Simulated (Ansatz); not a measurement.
**Al$_{7}$H: geometry relaxation (part 2 of 2)**

Al$_{7}$H; RKS B3LYP-D4/def2-SVP (Ansatz 0.2.0). The geometry: GFN1-xTB start.

Geometry of the input (Å):
```
Al -1.6622  2.6822  -0.9491
Al -1.3066  -0.6782  1.3316
Al 1.6821  -2.4942  1.2071
Al -0.3516  1.7733  -2.8833
Al 1.2774  0.5780  -1.3061
Al 0.1722  -1.6490  -0.7376
Al -0.1727  1.5532  0.7885
H  0.3614  -1.7652  2.5489
```

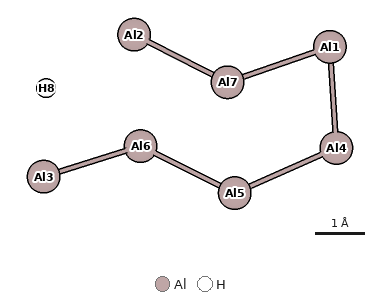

The geometry at step 1 of the log (ball-and-stick view, seen at a tilt; atoms are numbered from 1 in the order of the input).

What the program printed, continued:
```
relax step  41: F+E_penalty+E_count = -46182.36026061 eV  Δ(F+E_penalty+E_count) = -3.826e-3 eV  max|allowed force component| = 8.206e-2 eV/Å  Δτ_max = 0.0418 Å  (24 SCF iters, accepted)
relax step  42: F+E_penalty+E_count = -46182.36299326 eV  Δ(F+E_penalty+E_count) = -2.733e-3 eV  max|allowed force component| = 4.136e-2 eV/Å  Δτ_max = 0.0335 Å  (23 SCF iters, accepted)
relax step  43: F+E_penalty+E_count = -46182.36459980 eV  Δ(F+E_penalty+E_count) = -1.607e-3 eV  max|allowed force component| = 1.926e-2 eV/Å  Δτ_max = 0.0511 Å  (23 SCF iters, accepted)
relax step  44: F+E_penalty+E_count = -46182.36514288 eV  Δ(F+E_penalty+E_count) = -5.431e-4 eV  max|allowed force component| = 2.962e-2 eV/Å  Δτ_max = 0.0314 Å  (19 SCF iters, accepted)
relax step  45: F+E_penalty+E_count = -46182.36537549 eV  Δ(F+E_penalty+E_count) = -2.326e-4 eV  max|allowed force component| = 2.734e-2 eV/Å  Δτ_max = 0.0154 Å  (20 SCF iters, accepted)
relax step  46: F+E_penalty+E_count = -46182.36568693 eV  Δ(F+E_penalty+E_count) = -3.114e-4 eV  max|allowed force component| = 2.869e-2 eV/Å  Δτ_max = 0.0242 Å  (20 SCF iters, accepted)
relax step  47: F+E_penalty+E_count = -46182.37694279 eV  Δ(F+E_penalty+E_count) = -1.126e-2 eV  max|allowed force component| = 2.523e-1 eV/Å  Δτ_max = 0.1957 Å  (24 SCF iters, accepted)
relax step  48: F+E_penalty+E_count = -46182.39705849 eV  Δ(F+E_penalty+E_count) = -2.012e-2 eV  max|allowed force component| = 3.610e-1 eV/Å  Δτ_max = 0.1958 Å  (24 SCF iters, accepted)
relax step  49: F+E_penalty+E_count = -46182.39001845 eV  Δ(F+E_penalty+E_count) = +7.040e-3 eV  max|allowed force component| = 7.466e-1 eV/Å  Δτ_max = 0.1943 Å  (24 SCF iters, rejected (line search))
relax step  50: F+E_penalty+E_count = -46182.43876470 eV  Δ(F+E_penalty+E_count) = -4.171e-2 eV  max|allowed force component| = 2.072e-1 eV/Å  Δτ_max = 0.0972 Å  (24 SCF iters, accepted)
relax step  51: F+E_penalty+E_count = -46182.45927515 eV  Δ(F+E_penalty+E_count) = -2.051e-2 eV  max|allowed force component| = 8.972e-2 eV/Å  Δτ_max = 0.0968 Å  (24 SCF iters, accepted)
the calculation of the forces begins
reference -46181.77265432 eV, -1697.1488419164 hartree; 46, 46 occupied and 85, 85 virtual orbitals, 1265 factors
relax step  52: F+E_penalty+E_count = -46182.46308082 eV  Δ(F+E_penalty+E_count) = -3.806e-3 eV  max|allowed force component| = 6.540e-2 eV/Å  Δτ_max = 0.0731 Å  (24 SCF iters, accepted)
these checks for a lower state are left out or cut short: stability, starts, cluster_reference, orbital_swaps, neighbouring_geometries, increment
1265 factors; integrals over basis functions are off by at most 7.6e-4 eV
mean field evaluation 384: about -46181.7713 eV, gradient 7.4e-1 eV
mean field -46181.77441401 eV, -1697.1489065840 hartree, gradient 9.9e-6 eV, S^2 0.000000; 0 other end points of the search recorded, 0 dependent functions left out
the calculation of the forces begins
reference -46181.77467255 eV, -1697.1489160852 hartree; 46, 46 occupied and 85, 85 virtual orbitals, 1265 factors
relax step  53: F+E_penalty+E_count = -46182.46444647 eV  Δ(F+E_penalty+E_count) = -1.366e-3 eV  max|allowed force component| = 1.045e-2 eV/Å  Δτ_max = 0.0195 Å  (20 SCF iters, accepted)
Total energy: -46182.46470501 eV, -1697.1742743101 hartree
Atom 0 at    -0.242332     2.839290    -1.216600 Å, force    -0.002572    -0.002057     0.000078 eV/Å
Atom 1 at    -0.209125    -0.292317     1.819586 Å, force    -0.001899     0.006642    -0.003367 eV/Å
Atom 2 at     1.378723    -1.994744     0.491738 Å, force     0.009245     0.004775    -0.006885 eV/Å
Atom 3 at    -0.826296     0.603620    -2.379851 Å, force     0.002299    -0.004048    -0.001000 eV/Å
Atom 4 at     0.828278     0.504456    -0.353778 Å, force     0.001519     0.003008     0.002496 eV/Å
Atom 5 at    -0.258729    -1.734465    -1.476155 Å, force    -0.006418     0.001393    -0.003437 eV/Å
Atom 6 at    -1.169057     1.941019     1.024773 Å, force     0.004600    -0.002005     0.001665 eV/Å
Atom 7 at     0.498536    -1.866859     2.090286 Å, force    -0.006774    -0.007708     0.010448 eV/Å
Dipole moment:     0.101998    -0.088507     0.137720 e Å
Checks for a lower state left out: stability, starts, cluster_reference, orbital_swaps, neighbouring_geometries, increment
```

Trajectory as extended XYZ (Å, eV, eV/Å), 13 of the 53 frames kept, from step=1 to step=53:
```
8
Properties=species:S:1:pos:R:3:forces:R:3 step=1 energy=-46180.92741
Al   -1.6622    2.6822   -0.9491   -0.2991   0.1889   0.4293
Al   -1.3066   -0.6782    1.3316    0.2678  -0.5507   0.4104
Al    1.6821   -2.4942    1.2071   -0.3312   0.2144   1.0182
Al   -0.3516    1.7733   -2.8833    0.2142  -0.4459  -0.4489
Al    1.2774    0.5780   -1.3061    0.0790  -0.0026   0.1879
Al    0.1722   -1.6490   -0.7376   -0.3764   0.5590  -0.7865
Al   -0.1727    1.5532    0.7885    0.2786   0.0057  -0.0200
H     0.3614   -1.7652    2.5489    0.1672   0.0311  -0.7903
8
Properties=species:S:1:pos:R:3:forces:R:3 step=5 energy=-46181.87040
Al   -1.6263    2.4208   -0.7959    0.0034  -0.0200  -0.0392
Al   -1.0809   -0.7961    1.3728    0.1556   0.0900  -0.0981
Al    1.4374   -2.3109    1.1530   -0.1071   0.0500  -0.0813
Al   -0.4244    1.1174   -2.8256    0.0584  -0.1821   0.1581
Al    1.5609    0.7920   -1.1071   -0.1581  -0.0165   0.0228
Al   -0.0636   -1.1722   -1.0659    0.0553   0.1229   0.0367
Al    0.0237    1.5349    0.9695    0.0053   0.0513   0.0345
H     0.1730   -1.5858    2.2993   -0.0128  -0.0957  -0.0334
8
Properties=species:S:1:pos:R:3:forces:R:3 step=10 energy=-46182.00440 accepted=F
Al   -1.2726    2.6458   -1.1505   -0.1276   0.1132  -0.0513
Al   -0.8631   -0.7461    1.4938   -0.0670  -0.1019   0.0069
Al    1.3431   -2.5630    0.8859   -0.1170   0.1060  -0.0281
Al   -0.4668    0.7132   -2.8044    0.0384   0.0690   0.0564
Al    1.2395    1.0180   -0.7818    0.0069  -0.0744  -0.0003
Al   -0.1079   -1.0975   -1.0032    0.1024  -0.0864   0.1367
Al   -0.2741    1.7180    1.1321    0.0947  -0.0285  -0.0842
H     0.4018   -1.6883    2.2281    0.0693   0.0031  -0.0361
8
Properties=species:S:1:pos:R:3:forces:R:3 step=14 energy=-46182.03449
Al   -1.3412    2.6623   -1.1324    0.0228  -0.0629  -0.0237
Al   -0.9333   -0.7604    1.4930    0.0283   0.0533  -0.0058
Al    1.3812   -2.4461    0.8484    0.0299  -0.0258  -0.0061
Al   -0.4017    0.7616   -2.7391    0.0369   0.0399   0.1132
Al    1.2790    0.8724   -0.7255   -0.0533   0.0138  -0.0343
Al   -0.1729   -1.1794   -1.0342   -0.0323   0.0038  -0.0228
Al   -0.2464    1.7084    1.1030   -0.0094  -0.0240  -0.0267
H     0.4352   -1.6188    2.1869   -0.0229   0.0020   0.0061
8
Properties=species:S:1:pos:R:3:forces:R:3 step=18 energy=-46182.08378
Al   -1.5835    2.4623   -1.1862    0.0935  -0.0568  -0.0054
Al   -0.7206   -0.6091    1.4578    0.2639  -0.0134   0.0747
Al    1.4240   -2.4207    0.7482   -0.1718   0.1644  -0.0699
Al   -0.0620    0.8884   -2.5824   -0.0168   0.0150   0.0328
Al    1.2843    0.6186   -0.4789   -0.1394   0.0098   0.1074
Al   -0.5787   -1.2026   -1.1772    0.0964  -0.1248   0.0671
Al   -0.2848    1.9087    1.0345    0.0039  -0.0850  -0.0228
H     0.5212   -1.6456    2.1842   -0.1296   0.0907  -0.1839
8
Properties=species:S:1:pos:R:3:forces:R:3 step=23 energy=-46182.15085
Al   -1.4499    2.4488   -1.3431   -0.0297   0.0341   0.0131
Al   -0.3938   -0.5153    1.4982    0.0120   0.0617  -0.0409
Al    1.2774   -2.5243    0.5205   -0.0005   0.0150   0.0091
Al    0.0544    0.7458   -2.5147    0.0325  -0.0315  -0.0040
Al    1.1663    0.7782   -0.2722    0.0365  -0.0362  -0.0106
Al   -0.7224   -1.2241   -1.0875   -0.0191  -0.0179   0.0052
Al   -0.5645    2.0105    1.0559   -0.0377  -0.0113   0.0421
H     0.6324   -1.7196    2.1430    0.0061  -0.0139  -0.0139
8
Properties=species:S:1:pos:R:3:forces:R:3 step=27 energy=-46182.17470
Al   -1.2679    2.5692   -1.4607    0.0244  -0.0164   0.0287
Al   -0.0939   -0.4574    1.4736    0.0264   0.0587   0.0088
Al    1.1712   -2.6113    0.4178   -0.0074  -0.0068  -0.0027
Al    0.0988    0.5996   -2.4534    0.0101  -0.0149   0.0857
Al    1.1636    0.9917   -0.1933   -0.0268   0.0060  -0.0732
Al   -0.8925   -1.2660   -0.9814    0.0048   0.0150  -0.0384
Al   -0.8989    1.9703    1.0659   -0.0099  -0.0576  -0.0051
H     0.7196   -1.7961    2.1314   -0.0216   0.0159  -0.0038
8
Properties=species:S:1:pos:R:3:forces:R:3 step=31 energy=-46182.21054
Al   -0.9675    2.6329   -1.3909   -0.0308   0.0279  -0.0263
Al    0.1384   -0.3806    1.4330   -0.0098  -0.0718   0.0651
Al    1.1074   -2.7142    0.4464   -0.0098  -0.0018   0.0398
Al    0.0092    0.5457   -2.5175   -0.1136   0.0290  -0.0776
Al    1.0377    1.1367   -0.3101    0.1530  -0.0828   0.0564
Al   -0.8528   -1.2730   -0.9309    0.0718   0.0503  -0.0015
Al   -1.1823    1.8571    1.1099   -0.0453  -0.0244  -0.0075
H     0.7098   -1.8045    2.1602   -0.0156   0.0736  -0.0484
8
Properties=species:S:1:pos:R:3:forces:R:3 step=36 energy=-46182.29999
Al   -0.5315    2.7379   -1.1725    0.1728  -0.1167   0.0496
Al    0.0959   -0.2878    1.4744    0.0529   0.0927  -0.0716
Al    1.2582   -2.6694    0.6022   -0.0472   0.1355   0.0571
Al   -0.5093    0.6857   -2.6318   -0.0120  -0.0666   0.0527
Al    1.1147    0.8170   -0.5242   -0.2073   0.0470   0.0570
Al   -0.5300   -1.3238   -1.0413   -0.0018   0.0165  -0.0761
Al   -1.4932    1.7655    1.0946    0.0016  -0.0414  -0.0029
H     0.5951   -1.7251    2.1986    0.0410  -0.0670  -0.0658
8
Properties=species:S:1:pos:R:3:forces:R:3 step=40 energy=-46182.35644
Al   -0.2508    2.7269   -1.1379    0.0080   0.0072   0.0132
Al   -0.1266   -0.3078    1.5640    0.0682  -0.0262   0.0142
Al    1.4906   -2.3942    0.5831   -0.0054   0.0314  -0.0665
Al   -0.7660    0.7068   -2.5595   -0.0020  -0.0242   0.0262
Al    1.0120    0.5950   -0.4766    0.0124  -0.0206   0.0264
Al   -0.4633   -1.4453   -1.2143    0.0034  -0.0250  -0.0041
Al   -1.4494    1.8602    1.0554   -0.0102  -0.0179  -0.0083
H     0.5534   -1.7415    2.1858   -0.0744   0.0753  -0.0010
8
Properties=species:S:1:pos:R:3:forces:R:3 step=44 energy=-46182.36514
Al   -0.2493    2.7404   -1.1393   -0.0051   0.0035   0.0012
Al   -0.0836   -0.2615    1.6509   -0.0094   0.0277  -0.0023
Al    1.4922   -2.3157    0.5267   -0.0027   0.0007   0.0129
Al   -0.7958    0.6974   -2.5177   -0.0048   0.0033  -0.0074
Al    0.9810    0.5433   -0.4666   -0.0056   0.0006   0.0083
Al   -0.4040   -1.5275   -1.3184    0.0023  -0.0025   0.0006
Al   -1.4076    1.8682    1.0551    0.0131  -0.0036  -0.0077
H     0.4672   -1.7446    2.2093    0.0121  -0.0296  -0.0056
8
Properties=species:S:1:pos:R:3:forces:R:3 step=49 energy=-46182.39002 accepted=F
Al   -0.2780    2.7787   -1.1957    0.0721   0.1490  -0.0316
Al   -0.1939   -0.2700    1.8370   -0.2197   0.1509   0.2242
Al    1.3243   -1.9492    0.5611    0.2996  -0.3368  -0.7466
Al   -0.7901    0.6001   -2.4917   -0.0108  -0.0715   0.1719
Al    0.7814    0.4746   -0.3605    0.0125   0.1960  -0.0801
Al   -0.2391   -1.7342   -1.5266    0.1061  -0.1156   0.0911
Al   -1.1431    2.0144    1.1129   -0.0283  -0.0841  -0.0437
H     0.5384   -1.9144    2.0635   -0.2314   0.1121   0.4149
8
Properties=species:S:1:pos:R:3:forces:R:3 step=53 energy=-46182.46445
Al   -0.2423    2.8393   -1.2166   -0.0026  -0.0021   0.0001
Al   -0.2091   -0.2923    1.8196   -0.0019   0.0066  -0.0034
Al    1.3787   -1.9947    0.4917    0.0092   0.0048  -0.0069
Al   -0.8263    0.6036   -2.3799    0.0023  -0.0040  -0.0010
Al    0.8283    0.5045   -0.3538    0.0015   0.0030   0.0025
Al   -0.2587   -1.7345   -1.4762   -0.0064   0.0014  -0.0034
Al   -1.1691    1.9410    1.0248    0.0046  -0.0020   0.0017
H     0.4985   -1.8669    2.0903   -0.0068  -0.0077   0.0104
```

Results in brief:

```tsv
quantity	value
outcome	converged
total energy	−46182.4647 eV
mean-field energy	−46181.7747 eV
dispersion energy	−0.6900 eV
HOMO	−4.97 eV
LUMO	−3.10 eV
largest force (length of the vector) at the end	0.015 eV/Å
dipole moment	0.93 D
hardware	4 threads of Arm Neoverse V1, 23 GiB of memory available, shared host
wall time	2 min (CPU time 7.6 min)
peak memory	0.37 GiB
```
